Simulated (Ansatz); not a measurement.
# Lattice dynamics of HfC (model cell, started as CsCl type), part 2 of 2

Aim: the vibrations of HfC (model cell, started as CsCl type), their spectra, and whether the structure is stable.

Ansatz 0.2.0; DFT PBEsol, scalar-relativistic, plane waves, PAW.

So far. Step 4 (Relaxing to small forces for the phonons): The forces vanish by symmetry and the pressure is 0.000 GPa, within the tolerances set. The cell now holds 11.80 Å³/atom. Step 5 (Linear response at the zone centre): Before it was imposed, the acoustic sum rule was missed by 7.0e-6 eV/Å². Small misses are needed for a sound result but don't prove that mesh and cutoff are converged. The lowest optical mode is real, 147 cm⁻¹. The relaxed cell has a = 2.869 Å (conventional setting).

The structure was built from a prototype and need not be the compound's stable phase.

## (6) The dispersion

Stability and thermal properties need the whole zone. Linear response on a 4×4×4 q mesh gives force constants as far as a supercell of that size would.

Contents of input.yaml:

```yaml
crystal:
  lattice:
    - [2.8687710495, 0.0, 0.0]
    - [0.0, 2.8687710495, 0.0]
    - [0.0, 0.0, 2.8687710495]
  atoms:
    - { symbol: Hf, position: [0.0, 0.0, 0.0] }
    - { symbol: C, position: [0.5, 0.5, 0.5] }
kpoints:
  mp_grid: { grid: [16, 16, 16] }
hamiltonian:
  xc: pbesol
scf:
  occupations: { method: methfessel_paxton, width: 0.2 }
output:
  eigenvalues: true
phonons:
  method: dfpt
  qmesh: [4, 4, 4]
  temperatures: { t_max: 1000, t_step: 50 }
  qpath:
    path:
      - [[0.0, 0.0, 0.0], [0.0, 0.5, 0.0], [0.5, 0.5, 0.0], [0.0, 0.0, 0.0], [0.5, 0.5, 0.5], [0.0, 0.5, 0.0]]
      - [[0.5, 0.5, 0.5], [0.5, 0.5, 0.0]]
    npoints: 10
```

On the command line:

```sh
ansatz run input.yaml --threads 4 --pin off --max-ram 7168MiB --backend cpu --events-out ev --progress --plain --runs-dir out
```

Numbers of over 12 decimals in the logs are rounded to 6 here.

What it wrote:

```text
[...]
Crystal: 2 atoms, lattice volume = 23.610 Å³
Basis set: ecut = 420 eV, 461 PW (Γ), exchange–correlation on 40×40×40 points (8 copies of the dense FFT grid, shifted against one another)
Bands: 19, of which v1, the nominal top of the filled ones, is band 15 counted from 1 (14 counted from 0)
Symmetry: 48 space group operations
k-points: 165 of 4096
[...]
SCF iter   1: F=—  HF=-15844.043874 eV  |F-HF|=—  |Δ(HF+E_count)|=         —  Δρ=1.77e-2  dr2=1.08e-1  ethr=1.77e-3  ⟨swp⟩=4.6  Hψ=12539  notcnv=0
[...]
SCF iter   9: F=-15844.025634 eV  HF=-15844.025634 eV  |F-HF|=3.64e-12  |Δ(HF+E_count)|=  1.27e-11  S|Δr|=    0.00e0  Δρ=1.26e-8  dr2=2.99e-14  ethr=1.00e-12  ⟨swp⟩=5.5  Hψ=14316  notcnv=0
[...]
SCF 1 converged in 9 iterations: F = -15844.025634 eV  dr2 = 2.99e-14
[...]
SCF iter   1: F=—  HF=-15844.025633 eV  |F-HF|=—  |Δ(HF+E_count)|=         —  Δρ=1.27e-7  dr2=2.05e-12  ethr=3.52e-9  ⟨swp⟩=3.7  Hψ=23171  notcnv=0
eigensolver tolerance schedule: the retry pair's looser diagonalisation over-reported the residual by 514440.57 of it (diagonalisation noise at 1.40 of the residual, at the tolerance the schedule requests for it); recorded, not acted on — ethr = c·dr2/N_el stays at c = 1.0e-1
[...]
SCF iter   2: F=—  HF=-15844.025634 eV  |F-HF|=—  |Δ(HF+E_count)|=   5.52e-8  S|Δr|=    0.00e0  Δρ=1.42e-7  dr2=2.82e-12  ethr=1.00e-12  ⟨swp⟩=3.3  Hψ=14529  notcnv=0
SCF iter   3: F=-15844.025634 eV  HF=-15844.025634 eV  |F-HF|=1.82e-12  |Δ(HF+E_count)|=  9.09e-12  S|Δr|=    0.00e0  Δρ=5.98e-8  dr2=4.45e-13  ethr=1.00e-12  ⟨swp⟩=3.0  Hψ=7267  notcnv=0
SCF 2 converged in 3 iterations: F = -15844.025634 eV  dr2 = 4.45e-13
phonons: the bands overlap, so this run is a metal and interpolates without the dipole-dipole term. If the crystal is really an insulator or semiconductor, its LO-TO splitting is missing
NSCF: frozen V_eff on 165 k-points
[...]
DFPT response loops at q = (0, 0, 0) (fractional): preconditioner auto → Kerker (q_TF=auto, 2.839 Å⁻¹) (partly filled bands, converged f_vac=0.000); β = 1.00, the filter's whole step (`scf.mixing.beta` (0.50) is not read by the response loops under this deck's `scf.mixing.preconditioner`; to damp them name `kerker` or `kerker_dos`, under which they read `scf.mixing.beta`, and type it under 1.00, their step now; both keys bind the ground state too); Broyden in place of MSR1
[...]
SCF converged after 9 iterations
[...]
Free energy (F): -15844.025634 eV
[...]
Internal energy: -15844.022055 eV  (E = F + TS)
E sigma→0 (E₀):  -15844.024739 eV
Entropy (-TS):   -0.003579 eV (-1.789 meV/atom)
Fermi energy:    21.763722 eV
[...]
--- Band table (eV; the first three rows and the last of 165) ---
  k-point 0: bands = [... 11 lower, 10.4329, 19.7383, 19.7383, 22.9484, 22.9484, 22.9484, 28.1156, 28.1156]
  k-point 1: bands = [... 11 lower, 10.4322, 19.6976, 19.7774, 22.8358, 22.8358, 22.8953, 28.1368, 28.2047]
  k-point 2: bands = [... 11 lower, 10.4303, 19.4535, 19.8913, 22.5330, 22.5330, 22.9583, 28.1979, 28.4493]
  k-point 164: bands = [... 11 lower, 14.7778, 16.0596, 16.0596, 16.0596, 30.8349, 30.8349, 30.8349, 31.2129]
--- Phonons (Γ-DFPT): 2 representative perturbations + reference (Σ response iterations 6) ---
  ASR residual: 6.375e-6 → 0.000e0 eV/Å²; symmetrization residual: 4.446e-7 eV/Å²
  ASR residual per site (eV/Å²): 6.38e-6 1.32e-6
  Γ frequencies (cm⁻¹): 0.00 0.00 0.00 147.40 147.40 147.40
--- Phonons (arbitrary-q DFPT): 10 irreducible q on the 4×4×4 mesh ---
  q = [0.0000, 0.0000, 0.0000] (star 1, of the zone-centre solve; hermiticity 9.89e-7, symmetrization 3.65e-11): -0.00 0.00 0.00 147.40 147.40 147.40
  q = [0.0000, 0.0000, 0.2500] (star 6, 4 solved perturbations in 4032 linear systems a pass and spin channel, the states on 1296 of 4096 k-point pairs; hermiticity 7.65e-8, symmetrization 2.07e-12): -108.11 -108.11 97.10 157.51 157.51 376.42
[...]
q = [0.0000, 0.2500, -0.5000] (star 12, 6 solved perturbations on 1296 of 4096 k-point pairs; hermiticity 7.28e-8, symmetrization 9.32e-9): -221.28 -131.83 80.68 185.86 341.01 460.67
[...]
sum rule: each row above includes the acoustic sum rule's correction from the zone centre's row sums; it moved no ω² by more than (0.17 cm⁻¹)²
  mesh force constants: q→R imaginary residual 3.86e-19; ASR residual 6.375e-6 → 0.000e0 eV/Å²; symmetrization residual 9.770e-15 eV/Å²
  interpolated dispersion: 62 rows × 6 modes
  density of states and harmonic sums: on the 24×24×24 q-mesh, interpolated from the force constants of a 4×4×4 supercell (no non-analytic term)
  largest difference from the sums on the solved wave vectors: F 1.46e-1 eV, S 2.00e-4 and C_V 5.52e-5 eV/K
  zero-point energy: 0.065481 eV/cell   skipped modes (ω ≤ 0): 724, of them read as no rigid motion or as one in doubt: 721 (1.612e0 modes/cell left out, lowest -356.30 cm⁻¹)   left out of the sums: 2.69e-1 of the cell's modes: C_V's classical limit lies that fraction below 3 k_B per atom; for a crystal, a wire or a layer, F and S can be off by more, and a phonons.interpolated_qmesh denser along its periods is the remedy for the sampling
```

Elapsed: 6.9 min, on 4 threads of Arm Neoverse V2, shared host; peak memory 3 GiB.

This step gave:

| Property | Result |
| --- | --- |
| sum-rule residual before enforcement | 6.38e-6 eV/Å² |
| lowest frequency on the path | -356.3 cm⁻¹ |
| highest frequency on the path or at a solved wavevector | 471.9 cm⁻¹ |
| lowest mode on the q mesh (acoustic modes at Γ apart) | -356.3 cm⁻¹ |

Frequencies (cm⁻¹) solved at each irreducible wavevector; negative means imaginary. Frequencies by wavevector, by row:

| q in reciprocal lattice units | star | mode 1 | mode 2 | mode 3 | mode 4 | mode 5 | mode 6 |
| --- | --- | --- | --- | --- | --- | --- | --- |
| 0 0 0 | 1 | 0 | 0 | 0 | 147.4 | 147.4 | 147.4 |
| 0 0 0.25 | 6 | -108.1 | -108.1 | 97.1 | 157.5 | 157.5 | 376.4 |
| 0 0 -0.5 | 3 | -153.8 | -153.8 | 136.8 | 136.8 | 141.7 | 470.6 |
| 0 0.25 0.25 | 12 | -179.3 | 53.9 | 100.4 | 119.6 | 342.9 | 343.2 |
| 0 0.25 -0.5 | 12 | -221.3 | -131.8 | 80.7 | 185.9 | 341 | 460.7 |
| 0 -0.5 -0.5 | 3 | -356.3 | -161.5 | 196.4 | 196.4 | 407.1 | 407.1 |
| 0.25 0.25 0.25 | 8 | 57.2 | 57.2 | 61.3 | 227.9 | 330.2 | 330.2 |
| 0.25 0.25 -0.5 | 12 | 72.7 | 77.2 | 136.5 | 195.9 | 348.8 | 441.9 |
| 0.25 -0.5 -0.5 | 6 | 60.2 | 70.3 | 179 | 179 | 402.4 | 402.4 |
| -0.5 -0.5 -0.5 | 1 | 153 | 153 | 153 | 376.4 | 376.4 | 376.4 |

Interpolated from a 4×4×4 q mesh. The phonon branches at the labelled points (cm⁻¹):

```
    point  branch 1  branch 2  branch 3  branch 4  branch 5  branch 6
        Γ         0         0         0       147       147       147
        X      -154      -154       137       137       142       471
        M      -356      -162       196       196       407       407
        Γ         0         0         0       147       147       147
        R       153       153       153       376       376       376
        X      -154      -154       137       137       142       471
jump to R       153       153       153       376       376       376
        M      -356      -162       196       196       407       407
```

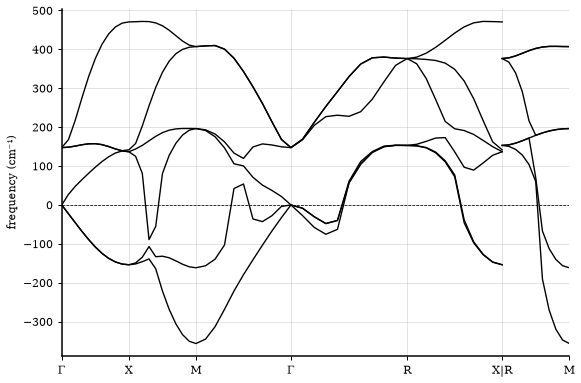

Phonon branches along the path.

The phonon density of states has structure finer than the step of the table below, so its rows give means over 50 cm⁻¹, whole bins alone (the curve runs from -355 to 475 cm⁻¹). Peaks (cm⁻¹: height): -125.0: 0.0126, 165.0: 0.0255, 405.0: 0.0181.

Tetrahedra on a 24×24×24 mesh, mean over bins of 10 cm-1. Interpolated from a 4×4×4 q mesh. Table of phonon density of states by wavenumber; means over each step:

```csv
wavenumber (cm⁻¹),phonon density of states (1/cm⁻¹/cell)
-300,0.00103
-250,0.00153
-200,0.00222
-150,0.00819
-100,0.0107
-50,0.00628
0,0.00285
50,0.00495
100,0.0115
150,0.0201
200,0.0121
250,0.00404
300,0.00494
350,0.00784
400,0.0145
450,0.00687
```

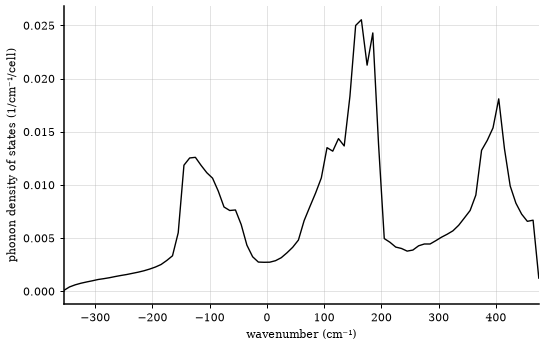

Phonon density of states against wavenumber.

The partial phonon density of states has structure finer than the step of the table below, so its rows give means over 50 cm⁻¹, whole bins alone (the curve runs from -363 to 495 cm⁻¹). Peaks (cm⁻¹: height): C -174.2: 0.00242, 165.7: 0.00832, 208.9: 0.00711, 257.5: 0.00832, 306.1: 0.00905, 343.8: 0.0101, 403.2: 0.0168; Hf -125.7: 0.0120, -98.7: 0.0115, -39.3: 0.00859, 84.8: 0.0123, 160.3: 0.0197.

Phonopy on the run's constants, 19x19x19 mesh, Gaussian sigma 6.1 cm-1. Interpolated from a 4×4×4 q mesh. Partial phonon density of states against wavenumber; means over each step; values in 1/cm⁻¹/cell:

| wavenumber (cm⁻¹) | C | Hf |
| --- | --- | --- |
| -300 | 0.00100 | 1.3e-5 |
| -250 | 0.00151 | 9.2e-5 |
| -200 | 0.00168 | 5.2e-4 |
| -150 | 0.00183 | 0.00647 |
| -100 | 0.00139 | 0.00949 |
| -50 | 5.7e-4 | 0.00664 |
| 0 | 2.4e-4 | 0.00130 |
| 50 | 7.7e-4 | 0.00295 |
| 100 | 0.00239 | 0.00983 |
| 150 | 0.00570 | 0.0151 |
| 200 | 0.00475 | 0.00741 |
| 250 | 0.00402 | 7.2e-5 |
| 300 | 0.00460 | 3.6e-5 |
| 350 | 0.00761 | 2.1e-5 |
| 400 | 0.0145 | 1.7e-5 |
| 450 | 0.00690 | 2.7e-6 |

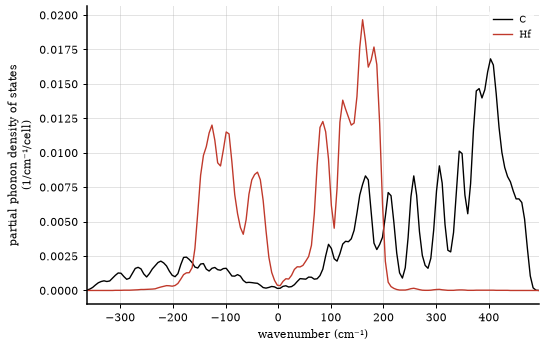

Partial phonon density of states against wavenumber.

Second derivatives of the energy by pair, one row for each kind of neighbour of each atom listed. Each entry sums the pair over the periodic images of the supercell that the q mesh stands for, and in a polar crystal it holds the long-range dipole part too. Force constants by pair, by row:

```csv
atom,neighbour,distance (Å),third of the trace (eV/Å²),along the pair's line (eV/Å²)
Hf1,itself,0,5.072,–
Hf1,C,2.484,-0.3632,-0.6112
Hf1,Hf,2.869,-2.105,-7.658
Hf1,Hf,4.057,0.2562,0.5919
Hf1,C,4.757,0.081,-0.0381
Hf1,Hf,4.969,0.5804,0.9597
Hf1,Hf,5.738,0.2383,1.212
Hf1,C,6.252,0.0333,0.0819
Hf1,Hf,6.415,0.0869,0.2198
C2,itself,0,3.969,–
C2,Hf,2.484,-0.3632,-0.6112
C2,C,2.869,-0.3067,-2.192
C2,C,4.057,-0.0154,0.3147
C2,Hf,4.757,0.081,-0.0381
C2,C,4.969,-0.1215,-0.3983
C2,C,5.738,-0.0904,-0.151
C2,Hf,6.252,0.0333,0.0819
C2,C,6.415,0.032,0.0149
```

Symmetry leaves 10 wavevectors to solve. The lowest mode among them, the acoustic zeros apart, lies at q = (0, -0.5, -0.5) and is imaginary, 356.3i cm⁻¹, so the energy falls along it.

## (7) Isotope substitution, element C, natural mass 12.011 amu

An isotope changes the mass and not the force constants, so no new electronic calculation is needed; the shifts show which modes move this element.

The same force constants with the mass of C changed from 12.011 to 13.003 u (phonopy, no LO-TO term). Both lists are sorted by frequency; levels can cross, so a row need not hold one and the same mode. Modes under 3 cm⁻¹ are left out. Isotope shifts, by row:

```
          q  rank  natural mass (cm⁻¹)  changed mass (cm⁻¹)
      0 0 0     4                147.4                  142
      0 0 0     5                147.4                  142
      0 0 0     6                147.4                  142
   0 0 0.25     1               -108.1               -107.7
   0 0 0.25     2               -108.1               -107.7
   0 0 0.25     3                 97.1                 97.1
   0 0 0.25     4                157.5                151.9
   0 0 0.25     5                157.5                151.9
   0 0 0.25     6                376.4                361.8
   0 0 -0.5     1               -153.8               -153.8
   0 0 -0.5     2               -153.8               -153.8
   0 0 -0.5     3                136.8                131.4
   0 0 -0.5     4                136.8                131.4
   0 0 -0.5     5                141.7                141.7
   0 0 -0.5     6                470.6                452.3
0 0.25 0.25     1               -179.3               -176.1
0 0.25 0.25     2                53.88                53.87
0 0.25 0.25     3                100.4                100.3
0 0.25 0.25     4                119.6                  117
0 0.25 0.25     5                342.9                329.6
0 0.25 0.25     6                343.2                  330
```

A mode of this element alone would shift by -3.89 %. The highest zone-centre frequency without the field goes from 147.4 to 142.0 cm⁻¹ (-3.6 %). The product of the frequency ratios over all optical modes at Γ is 0.895; the product rule, (m/m′)^(3k/2) (M′/M)^(3/2) with k = 1 such atoms and M the mass of the cell, gives 0.895.

## (8) Another isotope, element Hf, natural mass 178.486 amu

The same for Hf, from 178.49 to 173.94 u.

The same force constants with the mass of Hf changed from 178.486 to 173.940 u (phonopy, no LO-TO term). Both lists are sorted by frequency; levels can cross, so a row need not hold one and the same mode. Modes under 3 cm⁻¹ are left out. Isotope shifts, by row:

```csv
q,rank,natural mass (cm⁻¹),changed mass (cm⁻¹)
0 0 0,4,147.4,147.5
0 0 0,5,147.4,147.5
0 0 0,6,147.4,147.5
0 0 0.25,1,-108.1,-109.4
0 0 0.25,2,-108.1,-109.4
0 0 0.25,3,97.1,98.36
0 0 0.25,4,157.5,157.7
0 0 0.25,5,157.5,157.7
0 0 0.25,6,376.4,376.4
0 0 -0.5,1,-153.8,-155.8
0 0 -0.5,2,-153.8,-155.8
0 0 -0.5,3,136.8,136.8
0 0 -0.5,4,136.8,136.8
0 0 -0.5,5,141.7,143.5
0 0 -0.5,6,470.6,470.6
0 0.25 0.25,1,-179.3,-180.6
0 0.25 0.25,2,53.88,54.57
0 0.25 0.25,3,100.4,101.7
0 0.25 0.25,4,119.6,120.3
0 0.25 0.25,5,342.9,342.9
0 0.25 0.25,6,343.2,343.3
```

A mode of this element alone would shift by +1.30 %. The highest zone-centre frequency without the field goes from 147.4 to 147.5 cm⁻¹ (+0.1 %). The product of the frequency ratios over all optical modes at Γ is 1.002; the product rule, (m/m′)^(3k/2) (M′/M)^(3/2) with k = 1 such atoms and M the mass of the cell, gives 1.002.

## (9) What came out

```json
{"space group after relaxation (within 0.01 Å)": "Pm-3m", "volume per atom": "11.8 Å³", "electronic character": "no gap on this mesh", "highest optical mode at the zone centre (no LO-TO term)": "147 cm⁻¹", "lowest optical zone-centre mode": "147 cm⁻¹", "lowest mode on the q mesh (acoustic modes at Γ apart)": "-356 cm⁻¹", "highest frequency on the path or at a solved wavevector": "472 cm⁻¹", "imaginary modes on the 4×4×4 q mesh": "yes"}
```

**Reading.** Modes are clearly imaginary (beyond 10i cm⁻¹) at 5 of the 10 irreducible wavevectors, most at q = (0, -0.5, -0.5) (356.3i cm⁻¹), so this structure is not a minimum of the energy. The optical modes at Γ form one degenerate level at 147 cm⁻¹. The highest mode in this list at Γ, 147.4 cm⁻¹, is mostly motion of C (94 % of the kinetic energy). With no gap, or one that is small against the smearing, the frequencies hang on the k mesh and the smearing, most of all near Kohn anomalies. Spin-orbit coupling is left out, which can matter for the heavy elements here. The starting cell was built on a prototype and not taken from a measurement, so the phase need not exist. These are harmonic frequencies at zero temperature: anharmonic shifts, linewidths and thermal expansion are left out.

[Logs are printed without paths, hosts, clocks, repeated set-up lines and the standing remarks that a program may print on its own settings, such as how far it seeks lower states.]

[Hosts, paths, dates, database ids (printed as entryN), source tags and the programs' standing remarks are cut or masked in the printed files.]
